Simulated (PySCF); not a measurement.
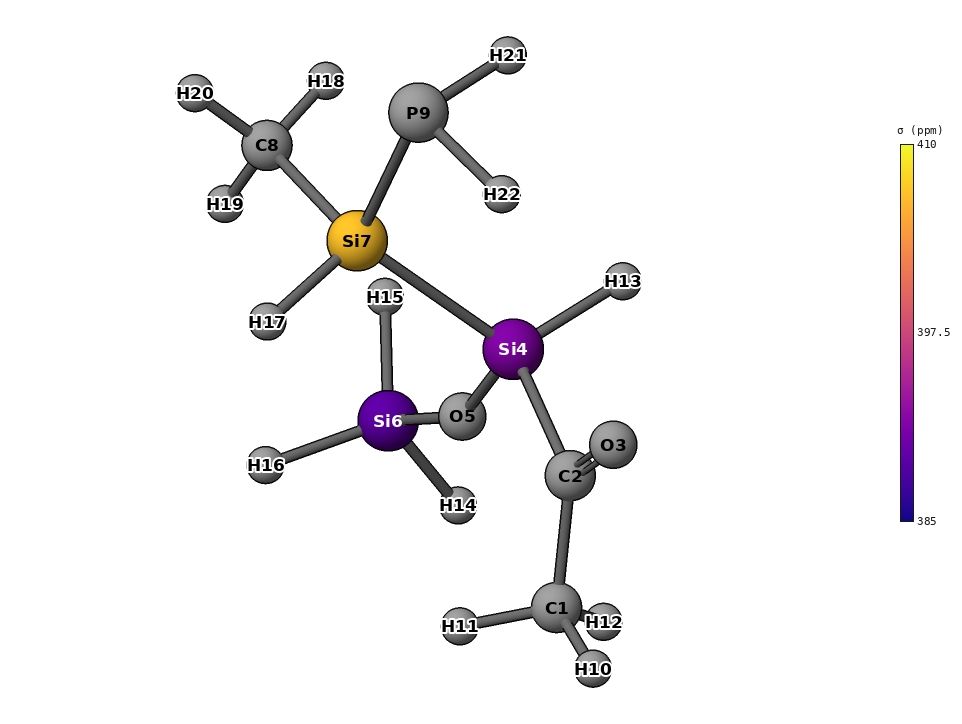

Atoms are coloured by their isotropic NMR shieldings (Si only, the others grey). The computed structure is the end point of a GFN2-xTB optimisation. No frequency run is at hand to confirm it as a minimum. Properties computed with GIAO PBE0/pcSseg-1 NMR shielding, non-relativistic, gas phase (PySCF 2.14.0).

Give the isotropic NMR shieldings of the Si atoms atom by atom.

```csv
atom,σ (ppm)
Si4,391.6
Si6,389.4
Si7,406.7
```

The geometry is semi-empirical. Around P, Si such bond lengths and angles can be off by a tenth of an ångström or more and by several degrees, and values that hang on the shape move with them.
